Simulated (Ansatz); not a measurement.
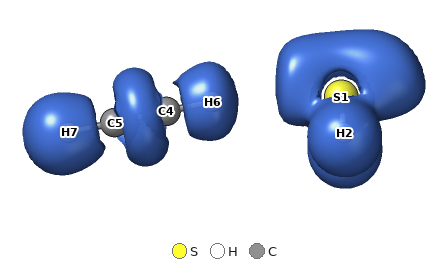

*H$_{2}$S···C$_{2}$H$_{2}$ (SMILES S.C#C). Isosurface of the ELF at 0.75 (blue), seen from one side. Core shells and regions of very low density are left out.*

Geometry: rigid move from PBE0-D4/def2-TZVP.

All numbers below come from RKS PBE0-D4/def2-TZVPPD (Ansatz 0.2.0).

```yaml
atoms:
  - { symbol: S, position_ang: [-0.7872, 0.0318, -2.4374] }
  - { symbol: H, position_ang: [0.3577, 0.6942, -2.6639] }
  - { symbol: H, position_ang: [-0.1775, -1.1610, -2.5154] }
  - { symbol: C, position_ang: [-0.0255, 0.1256, 1.4758] }
  - { symbol: C, position_ang: [0.3507, 0.1081, 2.6129] }
  - { symbol: H, position_ang: [-0.3560, 0.1395, 0.4590] }
  - { symbol: H, position_ang: [0.6820, 0.0935, 3.6246] }
```

Where are the electrons localised?

The surface consists of one region between bonded C–C atoms (shared pairs), two regions around hydrogen nuclei and one joined region spread over several atoms (H, S), in which their bonds and any lone pairs are merged. Along the contacts the grid gives the following. S1···H6 (2.93 Å): the ELF dips to about 0.05 between them: a weak contact between the two molecules. C–C (1.20 Å): the ELF peaks at about 0.85 between the atoms; a multiple bond.
